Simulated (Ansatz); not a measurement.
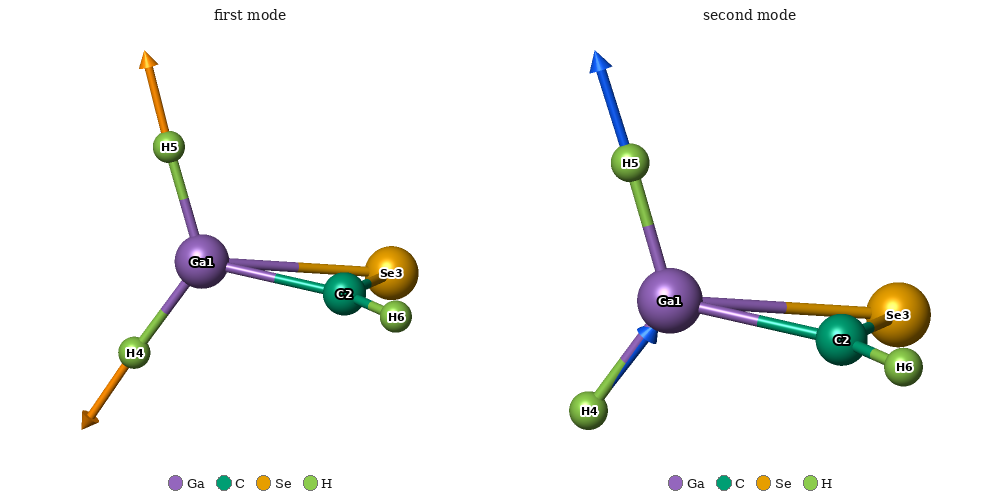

The system is CH₃GaSe; the picture shows the reference structure; its two panels give the patterns of the first and the second mode as arrows. First axis: normal mode 10 (2000 cm⁻¹). Second axis: normal mode 11 (2001 cm⁻¹). Nothing is relaxed (straight displacements along the two mass-weighted modes). Grid: 13 × 13 points. Points are written as (first, second). Energies: kJ/mol, counted from the lowest grid point. The calculation used Ansatz, RKS PBE0-D4/def2-TZVP.

Its coordinates:

```tsv
atom	x (Å)	y (Å)	z (Å)
Ga	-0.5641	0.2715	-0.7012
C	0.3891	-0.0387	0.9905
Se	1.5174	-1.2018	0.2804
H	-1.7738	-0.6652	-1.0029
H	-0.0160	1.4126	-1.6119
H	0.4475	0.2217	2.0450
```

Range: normal mode 10 (2000 cm⁻¹) from −0.369 to 0.369 amu½·Å; normal mode 11 (2001 cm⁻¹) from −0.369 to 0.369 amu½·Å.

Q: What landscape does the calculation give?

A: The lowest grid point is at (0.000 amu½·Å, 0.000 amu½·Å). It is the only kind of minimum in the scanned range. The highest grid point, (−0.369 amu½·Å, −0.369 amu½·Å), lies 449 kJ/mol above the lowest.

```tsv
second ↓, first →	−0.369	−0.307	−0.246	−0.184	−0.123	−0.061	0.000	0.061	0.123	0.184	0.246	0.307	0.369
0.369	449	349	271	211	164	131	107	91	83	81	83	90	100
0.307	348	265	201	151	115	89	72	63	59	61	67	76	89
0.246	270	200	146	105	76	57	45	40	41	46	54	66	81
0.184	213	151	105	71	47	33	25	23	27	34	45	59	75
0.123	173	118	77	47	28	16	11	12	17	26	39	54	71
0.061	150	99	61	34	16	6	3	5	11	22	35	51	69
0.000	142	92	55	29	12	3	0	3	10	20	34	50	68
−0.061	151	99	61	34	16	6	3	5	11	22	35	51	69
−0.123	174	119	77	48	28	16	11	12	17	26	39	54	71
−0.184	215	152	105	71	47	32	24	23	26	34	45	59	75
−0.246	272	201	146	105	76	56	44	39	40	45	54	67	81
−0.307	349	265	200	150	113	87	70	61	58	60	66	76	89
−0.369	449	348	269	208	161	127	104	89	81	79	82	89	100
```

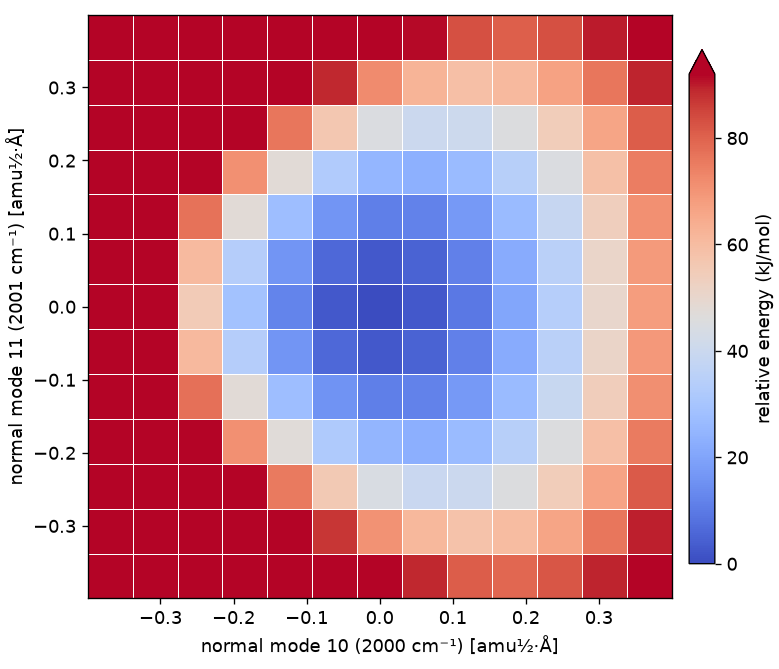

In the figure: one coloured cell a grid point, one colour for all values above the top of the scale.

Time for the 169 points that were run: 45 min on 1 thread of Arm Neoverse N1, on a shared host.
